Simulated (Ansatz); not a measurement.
# B2PLYP/cc-pVTZ run of BH2F (SMILES BF)

Aim: the electronic atomisation energy of BH2F at B2PLYP/cc-pVTZ, from 4 runs. 

The calculation is run with Ansatz 0.2.0.

48 further runs of the same task are left out: 48 set aside as unsound or not needed.

## 1. The structure to begin with

BH2F: 4 atoms, total charge 0, spin state singlet. SMILES: `BF`. The coordinates come from a PBE0-D4/def2-TZVP relaxation.

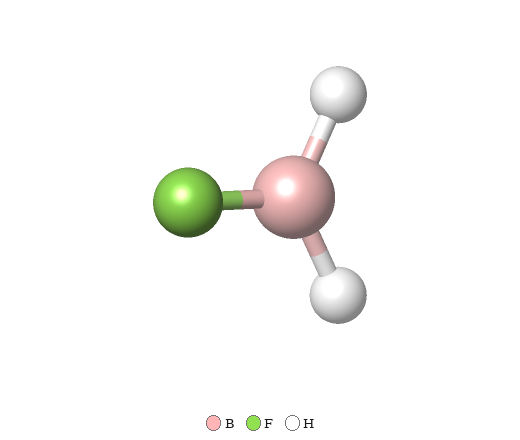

The structure, seen from a chosen angle (boron pink, fluorine green, hydrogen white).

## 2. The energy at B2PLYP/cc-pVTZ

Input file molecule.yaml:

```yaml
crystal:
  periodic: [false, false, false]
  atoms:
    - symbol: B
      position_ang: [-0.027300, -0.004000, -0.030800]
    - symbol: F
      position_ang: [1.061200, -0.296700, 0.649900]
    - symbol: H
      position_ang: [-1.012500, -0.649100, 0.186200]
    - symbol: H
      position_ang: [0.034200, 0.889600, -0.825600]
basis:
  gaussian:
    orbitals: cc-pVTZ
hamiltonian:
  xc: {name: B2PLYP}
correlation:
  frozen_orbitals: {B: 1, F: 1, H: 0}
accuracy: high
output:
  orbitals: {seedname: orbitals}
```

Run with:

```sh
ansatz run molecule.yaml --threads 1 --pin off --max-ram 3480MiB --events-out events.jsonl --progress --plain --runs-dir runs
```

Output:

```text
Warning: RAYON_NUM_THREADS=1 ignored (pool sized by the plan → 1); use --threads N
Functional definition: B2PLYP
  name "B2PLYP"
  parameter a = 0.53
  parameter c = 0.27
  exchange = (1 - a)*b88_x + a*exact_x
  correlation = (1 - c)*lyp_c + c*(mp2_os + mp2_ss)
1444 factors; integrals over basis functions are off by at most 3.0e-9 eV
mean field evaluation 1: about -3421.8034 eV, gradient 2.4e1 eV
mean field evaluation 2: about -3421.8028 eV, gradient 2.4e1 eV
mean field evaluation 4: about -3422.6265 eV, gradient 1.3e0 eV
mean field evaluation 8: about -3422.6305 eV, gradient 8.8e-3 eV
mean field evaluation 16: about -3422.6305 eV, gradient 8.9e-8 eV
mean field -3422.63048776 eV, -125.7793504828 hartree, gradient 1.5e-8 eV, S^2 0.000000; 0 other end points of the search recorded, 0 dependent functions left out
2 core orbitals not correlated: weight in the atoms' cores, before any rotation towards them, 1.000 or more for the frozen orbitals, at most 0.000 for the correlated occupied ones
reference -3422.63050816 eV, -125.7793512324 hartree; 6, 6 occupied and 80, 80 virtual orbitals, 1444 factors
second order -11.55934225 eV of doubles, -0.00000000 eV of singles
Total energy: -3425.75153056 eV, -125.8940466904 hartree
```

It took 3.6 s on 1 thread of Arm Neoverse V1, shared host; peak memory 0.17 GiB.

## 3. The B atom

Input file in.yaml:

```yaml
crystal:
  periodic: [false, false, false]
  atoms:
    - {symbol: B, position_ang: [0.000000, 0.000000, 0.000000]}
basis:
  gaussian:
    orbitals: cc-pVTZ
accuracy: high
magnetization:
  spin_polarized: true
  initial_magnetization: 1
hamiltonian:
  xc: {name: B2PLYP}
correlation:
  frozen_orbitals: {B: 1}
```

Run the same way, it converges to -24.63537 Eh (log not shown).

## 4. The F atom

Input file molecule.yaml:

```yaml
crystal:
  periodic: [false, false, false]
  atoms:
    - {symbol: F, position_ang: [0.000000, 0.000000, 0.000000]}
basis:
  gaussian:
    orbitals: cc-pVTZ
magnetization:
  spin_polarized: true
  initial_magnetization: 1
hamiltonian:
  xc: {name: B2PLYP}
correlation:
  frozen_orbitals: {F: 1}
accuracy: high
```

Run with:

```sh
ansatz run molecule.yaml --threads 1 --pin off --max-ram 3480MiB --events-out events.jsonl --progress --plain --runs-dir runs
```

Output, shortened:

```text
Warning: RAYON_NUM_THREADS=1 ignored (pool sized by the plan → 1); use --threads N
[... 2 set-up lines as earlier in the session ...]
[...]
299 factors; integrals over basis functions are off by at most 2.7e-9 eV
[...]
mean field -2711.61957880 eV, -99.6501815190 hartree, gradient 4.9e-8 eV, S^2 0.752039; 0 other end points of the search recorded, 0 dependent functions left out
1 core orbitals not correlated: weight in the atoms' cores, before any rotation towards them, 1.000 or more for the frozen orbitals, at most 0.000 for the correlated occupied ones
reference -2711.61958588 eV, -99.6501817793 hartree; 4, 3 occupied and 25, 26 virtual orbitals, 299 factors
second order -6.24461685 eV of doubles, -0.00000000 eV of singles
Total energy: -2713.30563243 eV, -99.7121428472 hartree
```

It took 0.52 s on 1 thread of Arm Neoverse V1, shared host.

## 5. The H atom

Input file job.yaml:

```yaml
crystal:
  periodic: [false, false, false]
  atoms:
    - {symbol: H, position_ang: [0.000000, 0.000000, 0.000000]}
basis:
  gaussian: {orbitals: cc-pVTZ}
total_charge: 0
magnetization: {spin_polarized: true, initial_magnetization: 1}
hamiltonian: {xc: {name: B2PLYP}}
correlation: {frozen_orbitals: {H: 0}}
accuracy: high
```

Run the same way, it converges to -0.49861 Eh (log not shown).

## 6. Summary of results

At B2PLYP/cc-pVTZ, 2 core orbitals frozen:

| quantity | value |
| --- | --- |
| molecule: total energy | -125.89405 Eh |
| molecule: HOMO energy (SCF part's orbitals) | -10.85 eV |
| molecule: LUMO energy (SCF part's orbitals) | 0.23 eV |
| molecule: HOMO–LUMO gap (SCF part's orbitals) | 11.08 eV |
| B atom: total energy | -24.63537 Eh |
| B atom: ⟨S²⟩ | 0.755 |
| F atom: total energy | -99.71214 Eh |
| F atom: ⟨S²⟩ | 0.752 |
| H atom: total energy | -0.49861 Eh |
| H atom: ⟨S²⟩ | 0.750 |
| electronic atomisation energy | 14.947 eV |

What this shows: Taking the molecule apart into free atoms costs 14.95 eV (1442 kJ/mol), before zero-point energy and without spin-orbit coupling.
